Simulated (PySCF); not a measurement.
# Atomic calculation for Pb⁺

- system: Pb⁺, configuration 1s2 2s2 2p6 3s2 3p6 3d10 4s2 4p6 4d10 4f14 5s2 5p6 5d10 6s2 6p1, multiplicity 2.
- method: unrestricted PBE0, aug-cc-pVTZ-DK3, spin-free X2C-1e, Gaussian nucleus (PySCF)

## Input
```python
from pyscf import gto, scf, dft, mp, cc
import basis_set_exchange as bse
mol = gto.M(atom="Pb 0 0 0", charge=1, spin=1, symmetry="D2h",
            basis=gto.basis.parse(bse.get_basis("aug-cc-pVTZ-DK3", elements=["Pb"], fmt="nwchem")),
            nucmod="G")
mf = dft.UKS(mol, xc="PBE0").sfx2c1e()
mf.irrep_nelec = {'Ag': (12, 12), 'B1g': (3, 3), 'B2g': (3, 3), 'B3g': (3, 3), 'Au': (1, 1), 'B1u': (6, 6), 'B2u': (7, 6), 'B3u': (6, 6)}
mf.kernel()
```

The script is an equivalent of what the driver set up; the driver started from orbitals of its own, so the log can be shorter than this script's would be, and it computed the properties (radii, ⟨L²⟩, response) afterwards. It held the occupations shell by shell, which the script's counts by irreducible representation don't always enforce.

## The program's output (extracts)
```
damping factor = 0
level_shift factor = 0
DIIS = <class 'pyscf.scf.diis.CDIIS'>
diis_start_cycle = 1
diis_space = 10
diis_damp = 0
SCF conv_tol = 1e-09
SCF conv_tol_grad = None
number electrons alpha = 41  beta = 40
XC functionals = PBE0
    C. Adamo and V. Barone.,  J. Chem. Phys. 110, 6158 (1999)
    M. Ernzerhof and G. E. Scuseria.,  J. Chem. Phys. 110, 5029 (1999)
cycle= 1 E= -20883.5666206222  delta_E= -0.00782  |g|= 0.0121  |ddm|= 0.404
cycle= 2 E= -20883.5666740445  delta_E= -5.34e-05  |g|= 0.00514  |ddm|= 0.0433
cycle= 3 E= -20883.5666812394  delta_E= -7.19e-06  |g|= 0.00158  |ddm|= 0.0103
cycle= 4 E= -20883.5666820041  delta_E= -7.65e-07  |g|= 6.3e-05  |ddm|= 0.00312
cycle= 5 E= -20883.5666820065  delta_E= -2.38e-09  |g|= 3.82e-06  |ddm|= 0.000152
cycle= 6 E= -20883.5666820065  delta_E= -1.46e-11  |g|= 1.25e-07  |ddm|= 1.58e-05
converged SCF energy = -20883.5666820065  <S^2> = 0.75187783  2S+1 = 2.0018769
```

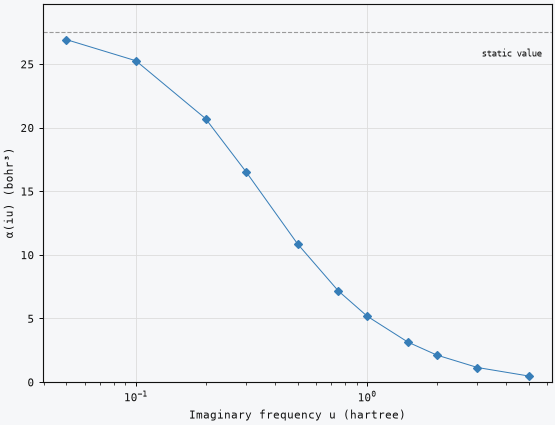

Fig. 1: Dipole polarisability at imaginary frequency of Pb⁺ ([Xe] 4f¹⁴ 5d¹⁰ 6s² 6p). Coupled response at the PBE0 level; PySCF, aug-cc-pVTZ-DK3, spin-free X2C-1e, unrestricted single determinants, no spin-orbit coupling. The static dipole polarisability is 27.6 bohr³; α(iu) falls to half of it near u = 0.38 hartree. The Casimir–Polder integral gives C₆ = 230 hartree bohr⁶ for two such species.

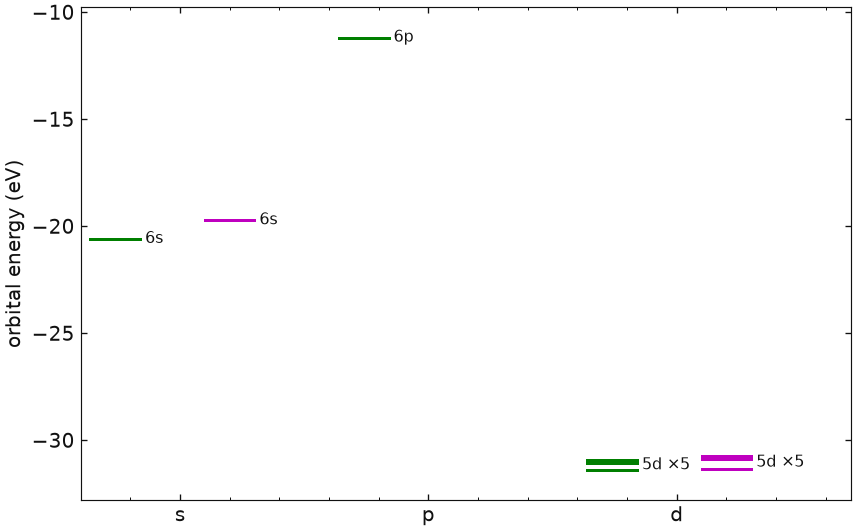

Fig. 2: Orbital energies of the mean field, from the top down to −31.4 eV, by angular momentum, α spin at the left of each column and β at the right; ×n counts the orbitals under one label. The highest filled orbital is 6p α at −11.2 eV, the lowest empty one p α at −9.26 eV.

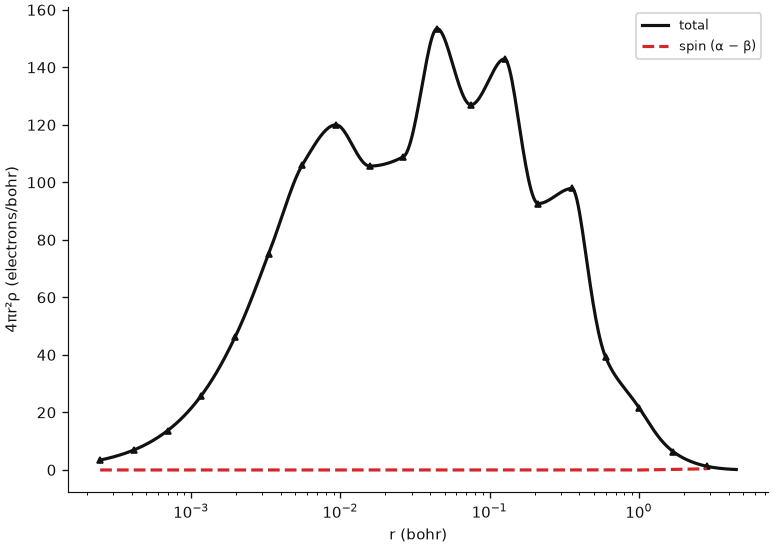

Fig. 3: Spherically averaged radial density 4πr²ρ of the mean field and its spin part; markers are the stored points, which are sparse, and the line is a monotone interpolation between them. The largest stored value is 154 electrons/bohr at r = 0.045 bohr. Root-mean-square radii of the shells: 4f 0.494, 5s 0.909, 5p 1.04, 5d 1.40, 6s 2.40, 6p 3.20 bohr.

## Summary

```tsv
quantity	value
outcome	converged
total energy	−20883.5667 hartree
⟨S²⟩	0.752
⟨L²⟩	2.01
static polarisability	27.6 bohr³
C₆ of the like pair	230 hartree bohr⁶
SCF iterations	6
hardware	1 CPU thread, shared host
CPU time	57 s (integrals apart)
```

## Remarks

Radii and densities are those of the two-component orbitals, without the picture-change correction, so the innermost s shells come out slightly too small (about 1 % for 1s near Z = 40, more for heavier atoms).
